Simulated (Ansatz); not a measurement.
## Electronic structure of AlFGeH$_{3}$ (doublet) in real space

Input file:

```
crystal:
  periodic: [false, false, false]
  atoms:
    - {symbol: Al, position_ang: [-0.329508, 0.034624, -0.144917]}
    - {symbol: F, position_ang: [-0.213012, -0.501236, 1.422330]}
    - {symbol: Ge, position_ang: [1.464273, 1.821675, -1.080271]}
    - {symbol: H, position_ang: [-1.484604, -0.503911, -1.071759]}
    - {symbol: H, position_ang: [-0.081711, 1.777076, -0.240788]}
    - {symbol: H, position_ang: [1.253032, 0.082071, -0.919644]}
basis:
  gaussian: {orbitals: def2-TZVPD}
magnetization: {spin_polarized: true, initial_magnetization: 1}
hamiltonian: {xc: pbe0}
output: {forces: true, orbitals: {seedname: orbitals}}
```

Command:

```sh
ansatz run input.yaml --threads 1 --pin off --max-ram 2610MiB --events-out events.jsonl --progress --plain --runs-dir runs
```

Geometry: B3LYP/6-31G*.

All numbers below come from Ansatz, isolated molecule in a Gaussian basis; Kohn-Sham density functional theory, functional PBE0.

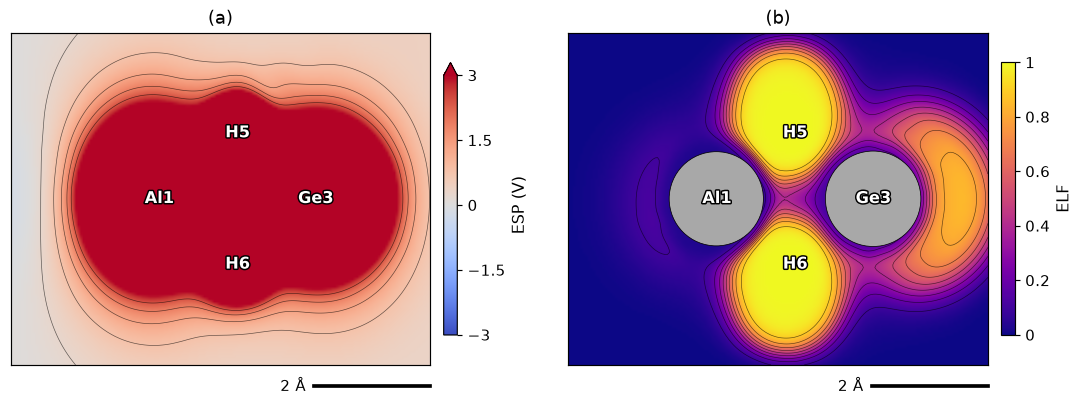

Figure 1. (a) molecular electrostatic potential; (b) ELF on the plane of atoms Al1, H5 and Ge3. Grey discs cover the atomic cores in the ELF map.

> Interpret the plot.

- The section cuts through Al, Ge and H sites.
- Ge–H (1.76 Å): the ELF climbs to about 1 towards the hydrogen.
- The potential has no marked negative region in this plane.

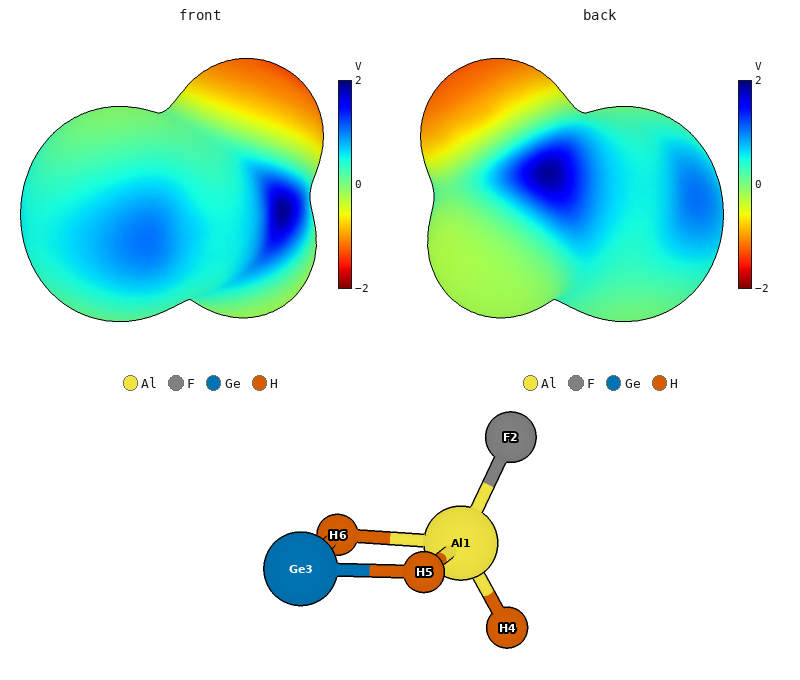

Figure 2. The molecular electrostatic potential painted on the density surface at 0.001 e/bohr³, seen from the front and from behind; the colour scale runs from red (negative) to blue (positive). The bare structure is drawn below in the same view.

> Where is the surface potential most negative and most positive?

The most negative region (about −1.3 V) lies over F2, the most positive (about +1.8 V) over Al1.

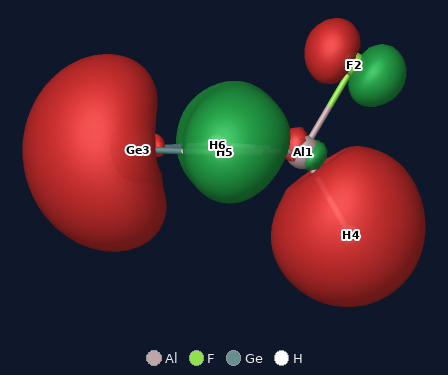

Figure 3. The HOMO−1 (α) at ±0.08 Å⁻³ᐟ² (green and red are the two phases), seen across its widest extent.

> Where does this orbital lie, and at what energy?

It lies mainly on Ge3 (about 40 %), H4 (about 25 %), Al1 (about 20 %), H5 (about 5 %) and H6 (about 5 %). Its energy is −8.74 eV.
